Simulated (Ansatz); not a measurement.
# AlP (singlet): trial inputs and their diagnosis at distance Al1–P2 = 2.566 Å

3 inputs are run for AlP (singlet) as typed; the log has to tell whether the result can be used and what must change.

Computed with Ansatz 0.2.0, Gaussian basis. Level: the settings change from run to run.

32 further runs of the same task are left out: 6 for a known fault of the program, 21 that didn't finish, 5 set aside as unsound or not needed.

### Step 1. What is computed

The geometry derives from a PBE0/def2-TZVP stationary point (not a proven minimum). One bond is set to the value named and the two fragments are kept rigid.

2 atoms, charge 0, spin multiplicity 1.

Atoms are counted from 1 here; the program's logs count them from 0.

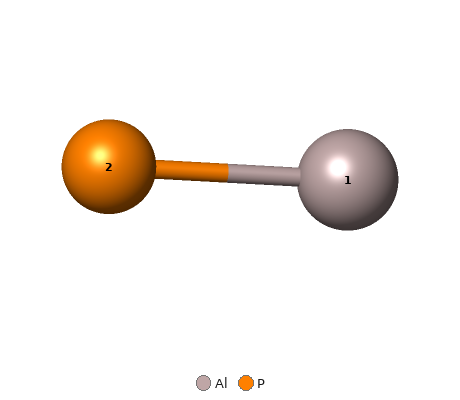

The geometry (aluminium light grey, phosphorus orange); atoms are numbered from 1 in the order of the file.

### Step 2. Input 1

Contents of in.yaml:

```yaml
crystal:
  periodic: [false, false, false]
  atoms:
    - {symbol: Al, position_ang: [0.000000, 0.000000, 0.000000]}
    - {symbol: P, position_ang: [0.000000, 0.000000, 2.566000]}
basis:
  gaussian: {orbitals: cc-pVDZ}
correlation: {method: fic_mrcisd_q, electrons: outside_noble_gas, active_space: {window: {electrons: 4, orbitals: 2}, states: [{multiplicity: 1, weights: [0.5, 0.5, 0.5, 0.5]}]}}
```

Command:

```sh
$ ansatz run in.yaml --threads 1 --pin off --events-out ev --progress --plain --max-ram 2393MiB
```

Standard output:

```text
Functional definition: HF
  name "HF"
  cite "Fock, Z. Phys. 61, 126 (1930) doi:10.1007/BF01340294"
  parent pbe
  exchange = exact_x
  correlation = 0
657 factors; integrals over basis functions are off by at most 2.0e-7 eV
mean field evaluation 1: about -15848.3111 eV, gradient 1.9e1 eV
mean field evaluation 2: about -15848.3124 eV, gradient 1.9e1 eV
mean field evaluation 4: about -15850.7715 eV, gradient 1.7e0 eV
mean field evaluation 8: about -15850.8317 eV, gradient 1.1e-1 eV
mean field evaluation 16: about -15851.8225 eV, gradient 5.2e0 eV
mean field evaluation 32: about -15850.8320 eV, gradient 4.9e-7 eV
mean field evaluation 64: about -15850.8320 eV, gradient 2.7e-6 eV
mean field evaluation 96: about -15850.8333 eV, gradient 1.3e-1 eV
mean field -15852.06040996 eV, -582.5524751535 hartree, gradient 1.6e-6 eV, S^2 0.000000; 7 other end points of the search recorded, 0 dependent functions left out; unrestricted orbitals would lower it
reference -15852.06040996 eV, -582.5524751535 hartree; 14, 14 occupied and 22, 22 virtual orbitals, 657 factors
Error: 4 states are sought, and the space of determinants holds 1 states of this symmetry and spin
```

Wall time 0.84 s (1 thread of Arm Neoverse V1, shared host).

What is wrong: The run stopped with an error. It says: «4 states are sought, and the space of determinants holds 1 states of this symmetry and spin». Cure: ask for fewer states or enlarge the space.

### Step 3. Input 2

Contents of in.yaml:

```yaml
crystal:
  periodic: [false, false, false]
  atoms:
    - {symbol: Al, position_ang: [0.000000, 0.000000, 0.000000]}
    - {symbol: P, position_ang: [0.000000, 0.000000, 2.566000]}
basis:
  gaussian: {orbitals: 6-31G}
magnetization: {spin_polarized: false, initial_magnetization: 4}
correlation: {method: ccsdt_q, electrons: outside_noble_gas, diis_vectors: 1}
output: {forces: true}
```

The command is unchanged.

Standard output, shortened:

```text
Functional definition: HF
  name "HF"
  cite "Fock, Z. Phys. 61, 126 (1930) doi:10.1007/BF01340294"
  parent pbe
[...]
494 factors; integrals over basis functions are off by at most 9.5e-8 eV
[...]
mean field -15851.15368834 eV, -582.5191537486 hartree, gradient 2.0e-6 eV, S^2 6.000000; 7 other end points of the search recorded, 0 dependent functions left out
[...]
determinant -15851.15368834 eV, -582.5191537486 hartree, with singles and doubles -15852.75164313 eV, -582.5778775041 hartree
determinant -15849.18454440 eV, -582.4467890437 hartree, with singles and doubles -15850.82987559 eV, -582.5072538495 hartree
determinant -15848.57623380 eV, -582.4244340414 hartree, with singles and doubles -15850.08258722 eV, -582.4797915086 hartree
determinant -15848.29884769 eV, -582.4142402897 hartree, with singles and doubles -15849.59755756 eV, -582.4619669971 hartree
10 core orbitals not correlated: weight in the atoms' cores, before any rotation towards them, 1.000 or more for the frozen orbitals, at most 0.000 for the correlated occupied ones
reference -15851.15368834 eV, -582.5191537486 hartree; 6, 2 occupied and 10, 14 virtual orbitals, 494 factors
second order -1.02597404 eV of doubles, -0.08283736 eV of singles
cycle   1  -1.40878260 eV  change   -3.0e-1 eV  update   6.7e-2
[...]
cycle  30  -1.63329474 eV  change   -2.0e-7 eV  update   3.1e-7
perturbative correction -0.00103327 eV, -0.0000379719 hartree
[...]
Total energy: -15852.78801635 eV, -582.5792141951 hartree
Atom 0 at     0.000000     0.000000     0.000000 Å, force     0.000000     0.000000    -0.844683 eV/Å
Atom 1 at     0.000000     0.000000     2.566000 Å, force     0.000000    -0.000000     0.844683 eV/Å
Dipole moment:    -0.000000    -0.000000     0.044274 e Å
```

Wall time 8 s (1 thread of Arm Neoverse V1, shared host).

**Diagnosis.** The run converged, which proves nothing about the input. Far too many unpaired electrons are asked for. Its energy belongs to the state of multiplicity 5, not to the singlet that was meant. Fix: set initial_magnetization to that of the wanted state.

### Step 4. Input 3

Contents of in.yaml:

```yaml
crystal:
  periodic: [false, false, false]
  atoms:
    - {symbol: Al, position_ang: [0.050000, 0.300000, 2.566000]}
    - {symbol: P, position_ang: [0.000000, 0.000000, 2.566000]}
basis:
  gaussian: {orbitals: cc-pVDZ}
correlation: {method: fic_mrcisd_q_relaxed, electrons: valence, active_space: {window: {electrons: 6, orbitals: 7}}}
```

Same command.

Standard output, shortened:

```text
Functional definition: HF
  name "HF"
  cite "Fock, Z. Phys. 61, 126 (1930) doi:10.1007/BF01340294"
  parent pbe
[...]
386 factors; integrals over basis functions are off by at most 1.0e-4 eV
[...]
a density is far from that of the atoms, so the factors are made again for it
464 factors; integrals over basis functions are off by at most 3.8e-6 eV
[...]
mean field -13845.41119038 eV, -508.8094764898 hartree, gradient 2.0e-6 eV, S^2 0.000000; 1 other end points of the search recorded, 0 dependent functions left out
reference -13845.41119038 eV, -508.8094764898 hartree; 14, 14 occupied and 22, 22 virtual orbitals, 464 factors
state -13846.87751706 eV, -508.8633630013 hartree
contracted CI cycle   1: correlation -0.00000000 eV, -0.0000000000 hartree, residual 8.04e0 eV
contracted CI cycle   2: correlation -1.13419285 eV, -0.0416808184 hartree, residual 1.75e0 eV
[...]
contracted CI cycle   5: correlation -1.77551444 eV, -0.0652489522 hartree, residual 1.95e-1 eV
contracted CI cycle   6: correlation -1.77648045 eV, -0.0652844525 hartree, residual 9.61e-2 eV
contracted CI cycle   7: correlation -1.77670577 eV, -0.0652927326 hartree, residual 4.77e-2 eV
contracted CI cycle   8: correlation -1.77675836 eV, -0.0652946653 hartree, residual 2.41e-2 eV
contracted CI cycle   9: correlation -1.77677184 eV, -0.0652951609 hartree, residual 9.89e-3 eV
contracted CI cycle  10: correlation -1.77677392 eV, -0.0652952372 hartree, residual 3.92e-3 eV
contracted CI cycle  11: correlation -1.77677423 eV, -0.0652952486 hartree, residual 1.36e-3 eV
state -13846.43724300 eV, -508.8471832282 hartree; corrected -13848.27953065 eV, -508.9148860504 hartree
state -13846.43724300 eV, -508.8471832282 hartree; corrected -13848.27953065 eV, -508.9148860504 hartree
WARN: the results are in doubt because another end's mean lies 0.440 eV lower, and its corrected mean 0.162 eV higher
Total energy: -13848.27953065 eV, -508.9148860504 hartree
In doubt: another end's mean lies 0.440 eV lower, and its corrected mean 0.162 eV higher
```

Wall time 13 s (1 thread of Arm Neoverse V1, shared host).

What is wrong: The run converged, which proves nothing about the input. One atom lies on top of another. The shortest distance is 0.30 Å, against 2.57 Å in the geometry of step 1. Its energy belongs to another geometry. Cure: restore its position.

### Step 5. How the runs ended

```
input                           level                ended                                                                                        cause    time
    1           MRCISD+Q(4,2)/cc-pVDZ  stopped by an error  4 states are sought, and the space of determinants holds 1 states of this symmetry and spin  0.84 s
    2          CCSDT(Q) on ROHF/6-31G            converged                                                far too many unpaired electrons are asked for     8 s
    3  MRCISD+Q(relaxed)(6,7)/cc-pVDZ            converged                                                              one atom lies on top of another    13 s
```

1 stopped by an error, 2 converged. The input that converges on a wrong geometry or spin is the dangerous one: no error points at it, so geometry and ⟨S²⟩ have to be checked.
